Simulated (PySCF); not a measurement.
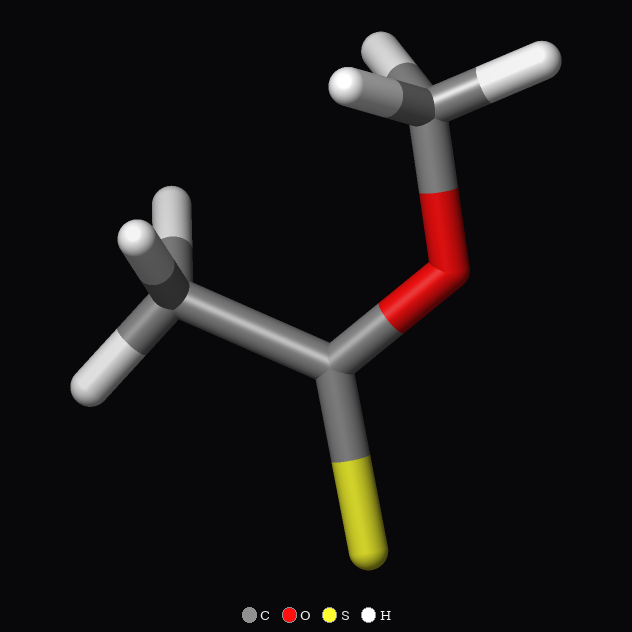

Rendered structure (stick style).

The geometry was computed by an optimisation with PBE0-D3(BJ)/def2-SVP. No frequency run is at hand to confirm it as a minimum.

> What is the molecular formula?

C3H6OS, 11 atoms: 3 carbon, 6 hydrogen, 1 oxygen and 1 sulfur.

> What is its SMILES?

COC(C)=S

The parts below concern this one geometry. Atoms keep their numbers from picture to picture.

**Shape**

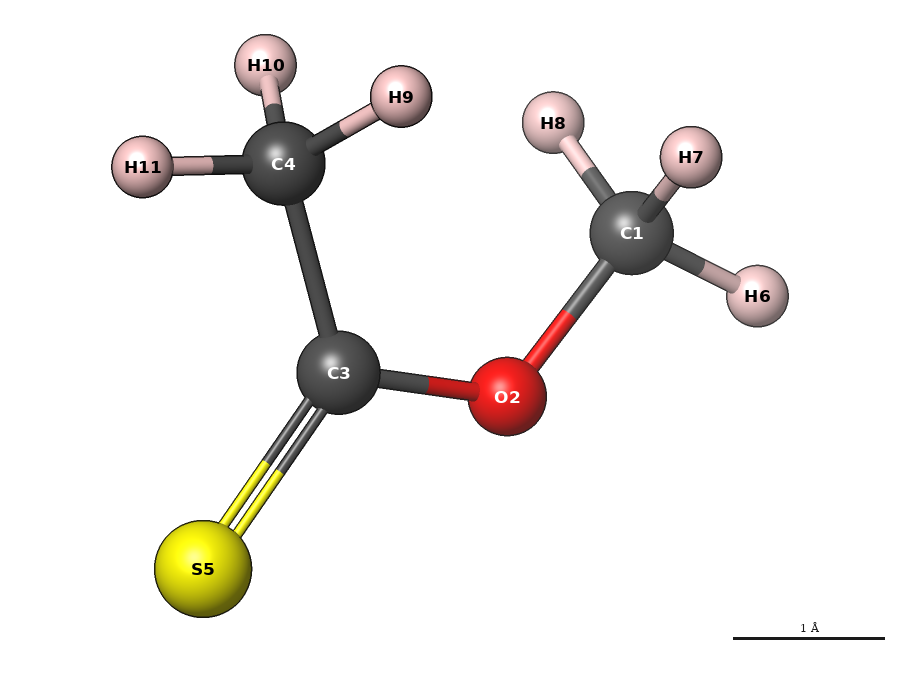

Numbered structure. No frequency run is at hand to confirm it as a minimum.

Give the bond lengths.

```tsv
bond	length (Å)	order
C1–O2	1.411	single
C1–H6	1.097	single
C1–H7	1.102	single
C1–H8	1.102	single
O2–C3	1.333	single
C3–C4	1.500	single
C3–S5	1.631	double
C4–H9	1.103	single
C4–H10	1.103	single
C4–H11	1.094	single
```

**Core levels**

No frequency run is at hand to confirm it as a minimum. Level of theory: delta-SCF UKS SCAN, pcX-2 on the ionised atom, pcseg-1 elsewhere, spin-free X2C (PySCF 2.14.0).

Give the core-electron binding energies (to vacuum; p and d levels without spin–orbit splitting) of C1 1s, O2 1s, C3 1s, C4 1s, S5 1s, S5 2p.

```tsv
atom	level	binding energy (eV)
C1	1s	293.0
O2	1s	539.6
C3	1s	293.4
C4	1s	291.5
S5	1s	2475.8
S5	2p	168.5
```

**Dipole moment**

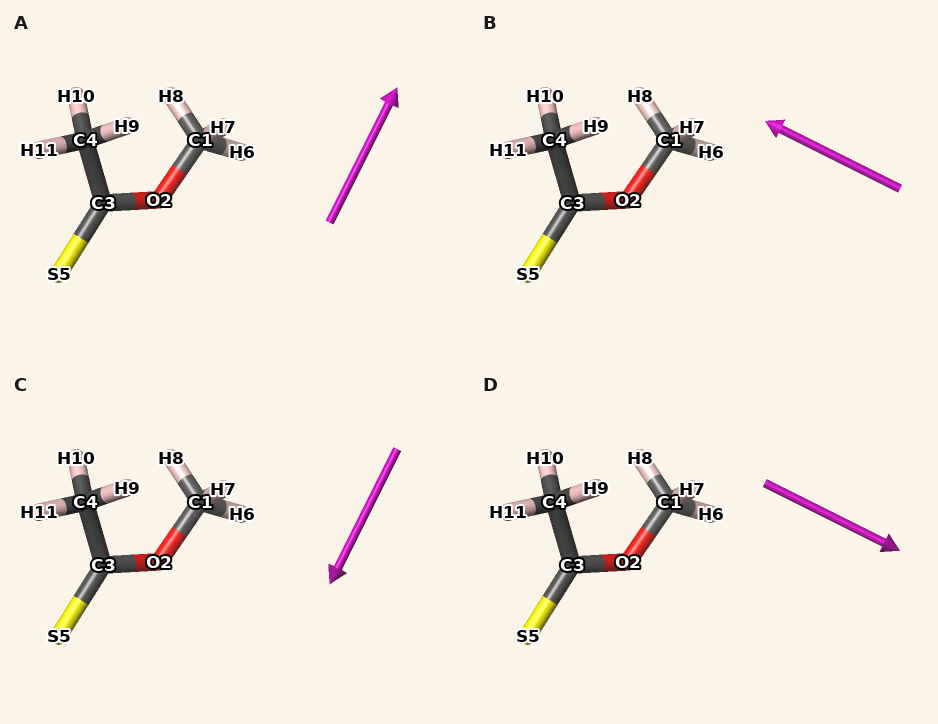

The same molecule four times, each with an arrow. No frequency run is at hand to confirm it as a minimum. Properties computed with KT2/pcSseg-2, gas phase (PySCF 2.14.0).

> Which arrow points along the dipole moment, from the negative to the positive end?

A. The dipole moment is 4.61 D; it points from the side of S5 to the side of H7, H8 (the outermost atoms at the two ends).

**Excitation**

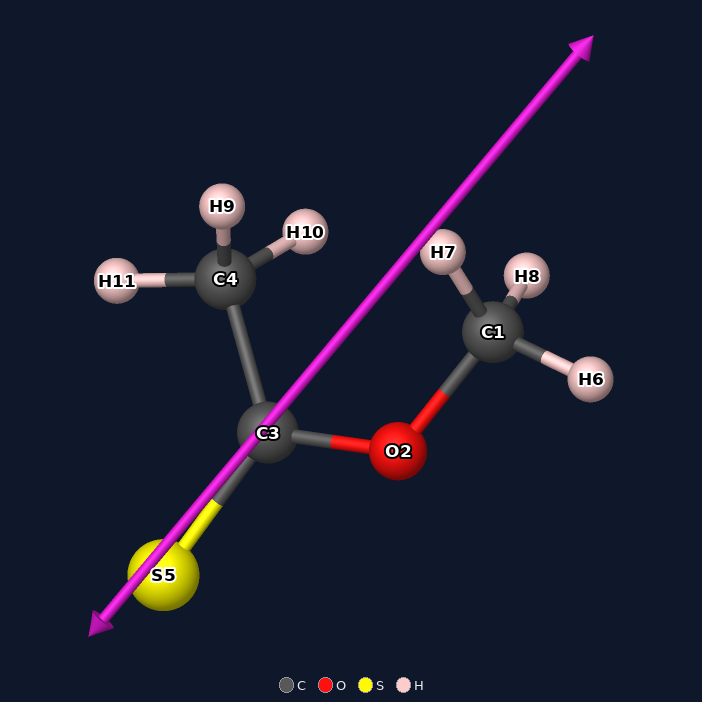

The double arrow shows the direction of the transition dipole to excited singlet state 2 (its length means nothing). No frequency run is at hand to confirm it as a minimum. Properties computed with TDDFT CAM-B3LYP/def2-SVPD, vertical, gas phase, core orbitals frozen in the response (PySCF 2.14.0).

> How is the transition polarised?

Nearly parallel to the C1–O2 bond.

> Where does the transition lie, and how strong is it?

5.43 eV (228 nm), oscillator strength 0.27, mainly HOMO−1 → LUMO (weight 0.94); transition dipole 3.62 D.
